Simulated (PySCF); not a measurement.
# C₉H₁₂: magnetic properties

Wanted: magnetic properties for C₉H₁₂ (`C#C[C@@H](C)C(C=C)C=C`).

Programs: PySCF 2.14.0, with routines of our own; each step states its level. All values are computed. Atoms count from 0.

## (1) The system as given

21 atoms, charge 0, multiplicity 1; geometry from: GFN2-xTB.

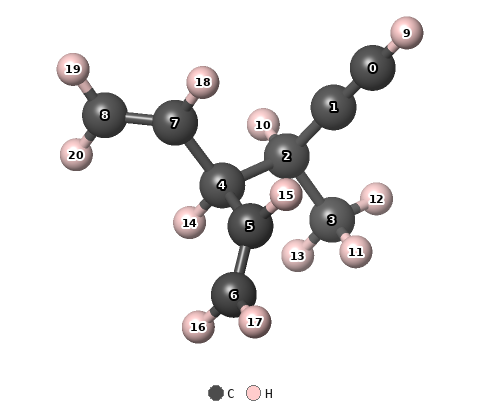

The starting geometry (carbon dark grey, hydrogen pink).

## (2) Magnetic properties: GIAO BHandHLYP/pcSseg-1

The job: settings as JSON, then the geometry in Å.

```
{"job": {"kind": "mag", "xc": "BHandHLYP", "basis": "pcSseg-1", "isotopologues": 0}, "charge": 0, "multiplicity": 1}
C     -1.854746     0.035434     2.370430
C     -1.412672    -0.352103     1.327843
C     -0.888526    -0.808908     0.053524
C     -1.896542    -0.517388    -1.060948
C      0.479978    -0.148639    -0.256132
C      0.353942     1.346134    -0.293172
C      0.685136     2.093852    -1.328402
C      1.484233    -0.529509     0.793007
C      2.600747    -1.188248     0.548605
H     -2.242028     0.366681     3.287573
H     -0.729399    -1.893110     0.121731
H     -2.065369     0.554090    -1.143881
H     -2.846148    -1.003528    -0.848222
H     -1.521189    -0.884469    -2.013937
H      0.819424    -0.511190    -1.231760
H     -0.032738     1.793314     0.613242
H      1.072341     1.666864    -2.239731
H      0.585857     3.166084    -1.311902
H      1.231919    -0.223610     1.799578
H      3.295085    -1.442844     1.331298
H      2.871774    -1.501965    -0.446659
```

Method: GIAO BHandHLYP/pcSseg-1 magnetisability, rotational g tensor and spin-rotation constants, non-relativistic, gas phase.

Started as:

```sh
> OMP_NUM_THREADS=1 python excited_run.py task.json out
```

One launch serves the whole session: the jobs run in the order shown.

Log:

```text
coarse grid: 17216 points
cycle   1  E = -349.6883828323  dE =  1.422e+00  |g| = 4.136e-01  |ddm| = 4.145e+00
cycle   2  E = -349.7242896380  dE = -3.591e-02  |g| = 2.537e-01  |ddm| = 7.917e-01
cycle   3  E = -349.7387380234  dE = -1.445e-02  |g| = 7.596e-02  |ddm| = 2.433e-01
cycle   4  E = -349.7394943995  dE = -7.564e-04  |g| = 5.460e-02  |ddm| = 1.172e-01
cycle   5  E = -349.7402401235  dE = -7.457e-04  |g| = 5.831e-03  |ddm| = 4.677e-02
cycle   6  E = -349.7402471225  dE = -6.999e-06  |g| = 2.012e-03  |ddm| = 6.694e-03
final grid: 165336 points
cycle   7  E = -349.7921509195  dE = -2.731e-05  |g| = 3.990e-03  |ddm| = 3.112e-02
cycle   8  E = -349.7921503363  dE =  5.833e-07  |g| = 4.337e-03  |ddm| = 6.643e-03
cycle   9  E = -349.7921548120  dE = -4.476e-06  |g| = 9.394e-04  |ddm| = 3.405e-03
cycle  10  E = -349.7921550183  dE = -2.063e-07  |g| = 1.870e-04  |ddm| = 7.661e-04
cycle  11  E = -349.7921550251  dE = -6.717e-09  |g| = 9.380e-05  |ddm| = 2.630e-04
cycle  12  E = -349.7921550274  dE = -2.369e-09  |g| = 1.608e-05  |ddm| = 1.028e-04
cycle  13  E = -349.7921550275  dE = -9.504e-11  |g| = 5.119e-06  |ddm| = 2.347e-05
converged SCF energy = -349.7921550275

Magnetisability tensor (1e-30 J/T^2)
    -1526.91      -52.14      -35.08
      -52.14    -1452.78       24.59
      -35.08       24.59    -1396.42
isotropic -1458.71   principal values   -1556.48  -1450.66  -1368.98
isotropic susceptibility -87.845 1e-6 cm^3/mol

Inertial axes            a          b          c
rot. const./GHz      1.7570     1.3366     1.0424
chi total           -90.780    -87.136    -85.620
chi diamagnetic    -833.590  -1036.056  -1292.028
chi paramagnetic    742.810    948.919   1206.408
quadrupole/D A       -2.391     -1.417      3.808
g nuclear            0.6085     0.5897     0.5838
g electronic        -0.6131    -0.5959    -0.5908
g total             -0.0046    -0.0062    -0.0071

Spin-rotation constants (kHz, H = +C I.J)
atom  isotope        aa         bb         cc
  9     1H       -0.122     -0.136     -0.046
 10     1H       -0.184     -0.053     -0.039
 11     1H       -0.201     -0.041     -0.051
 12     1H        0.018     -0.144     -0.102
 13     1H       -0.129     -0.131     -0.036
 14     1H       -0.137     -0.123     -0.012
 15     1H       -0.096     -0.126      0.044
 16     1H       -0.099     -0.120      0.019
 17     1H       -0.195     -0.041      0.014
 18     1H       -0.127     -0.070      0.020
 19     1H       -0.143      0.047     -0.087
 20     1H       -0.113     -0.095      0.007
  0    13C*       0.414      0.392      0.178
  1    13C*       0.452      0.461      0.168
  2    13C*       0.274      0.228      0.170
  3    13C*       0.264      0.194      0.159
  4    13C*       0.371      0.272      0.210
  5    13C*       0.416      0.413      0.501
  6    13C*       0.377      0.355      0.439
  7    13C*       0.500      0.521      0.381
  8    13C*       0.421      0.461      0.313
* in the singly substituted isotopologue
```

It took 44 s on 1 thread of Arm Neoverse V1, shared host; peak memory 1 GiB.

From this job:

```csv
quantity,value
magnetisability,-1459·10⁻³⁰ J/T²
molar susceptibility,-87.8·10⁻⁶ cm³/mol
"rotational g (a, b, c)","-0.0046, -0.0062, -0.0071"
```

## (3) Magnetic properties: common gauge origin PBE/6-31G

The job, as its differences from that of step 2:

```diff
@@ -1,2 +1,2 @@
-{"job": {"kind": "mag", "xc": "BHandHLYP", "basis": "pcSseg-1", "isotopologues": 0}, "charge": 0, "multiplicity": 1}
+{"job": {"kind": "mag", "xc": "PBE", "basis": "6-31G", "gauge": [0, 0, 0], "scf": {"level_shift": 0.3}}, "charge": 0, "multiplicity": 1}
 C     -1.854746     0.035434     2.370430
```

Level: common gauge origin PBE/6-31G magnetisability, rotational g tensor and spin-rotation constants, non-relativistic, gas phase.

Log:

```text
final grid: 165336 points
cycle   1  E = -349.4539378982  dE =  8.177e-01  |g| = 3.603e-01  |ddm| = 4.324e+00
cycle   2  E = -349.4841892547  dE = -3.025e-02  |g| = 2.214e-01  |ddm| = 7.359e-01
cycle   3  E = -349.4958298696  dE = -1.164e-02  |g| = 5.830e-02  |ddm| = 2.226e-01
cycle   4  E = -349.4966544913  dE = -8.246e-04  |g| = 2.513e-02  |ddm| = 9.056e-02
cycle   5  E = -349.4967869250  dE = -1.324e-04  |g| = 8.484e-03  |ddm| = 2.249e-02
cycle   6  E = -349.4968069285  dE = -2.000e-05  |g| = 1.951e-03  |ddm| = 1.009e-02
cycle   7  E = -349.4968081790  dE = -1.251e-06  |g| = 7.764e-04  |ddm| = 3.485e-03
cycle   8  E = -349.4968083710  dE = -1.920e-07  |g| = 2.171e-04  |ddm| = 1.204e-03
cycle   9  E = -349.4968083894  dE = -1.841e-08  |g| = 7.249e-05  |ddm| = 5.147e-04
cycle  10  E = -349.4968083924  dE = -2.968e-09  |g| = 2.499e-05  |ddm| = 2.029e-04
cycle  11  E = -349.4968083930  dE = -5.519e-10  |g| = 1.208e-05  |ddm| = 7.431e-05
level shift removed, Fock matrix diagonalised once more
converged SCF energy = -349.4968083930

Magnetisability tensor (1e-30 J/T^2)
    -7492.83      152.74     -505.34
      152.74   -11011.19    -2185.21
     -505.34    -2185.21   -11828.27
isotropic -10110.76   principal values  -13656.66  -9302.65  -7372.98
isotropic susceptibility -608.884 1e-6 cm^3/mol

Inertial axes            a          b          c
rot. const./GHz      1.7570     1.3366     1.0424
chi total          -448.951   -568.235   -809.467
chi diamagnetic    -831.083  -1033.521  -1289.083
chi paramagnetic    382.132    465.286    479.615
quadrupole/D A       -2.127     -1.200      3.327
g nuclear            0.6085     0.5897     0.5838
g electronic        -0.3154    -0.2922    -0.2349
g total              0.2931     0.2975     0.3489

Spin-rotation constants (kHz, H = +C I.J)
atom  isotope        aa         bb         cc
  9     1H        0.634      0.946      0.561
 10     1H       -0.237     -0.316     -0.454
 11     1H       -0.505     -0.603     -0.048
 12     1H       -0.052      0.462      0.147
 13     1H        0.445     -0.169     -0.355
 14     1H       -0.586     -0.298     -0.491
 15     1H       -0.351     -0.341     -0.747
 16     1H       -0.164     -0.143      0.443
 17     1H        0.903      0.122      0.508
 18     1H       -0.018     -0.766     -0.495
 19     1H        0.601      0.337      0.750
 20     1H       -0.461      0.605      0.094
  0    13C*       0.343      0.379      0.176
  1    13C*       0.151      0.131     -0.035
  2    13C*      -0.014     -0.048     -0.086
  3    13C*       0.088      0.070      0.035
  4    13C*       0.040      0.016     -0.082
  5    13C*       0.113      0.223      0.192
  6    13C*       0.300      0.275      0.359
  7    13C*       0.275      0.244      0.112
  8    13C*       0.340      0.389      0.264
* in the singly substituted isotopologue
```

Run time: 20 s. Hardware: 1 thread of Arm Neoverse V1, shared host; peak memory 0.52 GiB.

The run ended normally, but its values are not to be used for the molecule: a common gauge origin replaces GIAOs, so the magnetic properties depend on where the origin lies.

## (4) Results

| quantity | value |
| --- | --- |
| magnetisability (step 2, GIAO BHandHLYP/pcSseg-1) | -1459·10⁻³⁰ J/T² |
| molar susceptibility (step 2, GIAO BHandHLYP/pcSseg-1) | -87.8·10⁻⁶ cm³/mol |
| rotational g (a, b, c) (step 2, GIAO BHandHLYP/pcSseg-1) | -0.0046, -0.0062, -0.0071 |
| runs | 0 failed, 1 ended on unsound input |

What this shows: The values above hold for this geometry and these levels alone. Vibrational averaging and real surroundings are missing from these values.
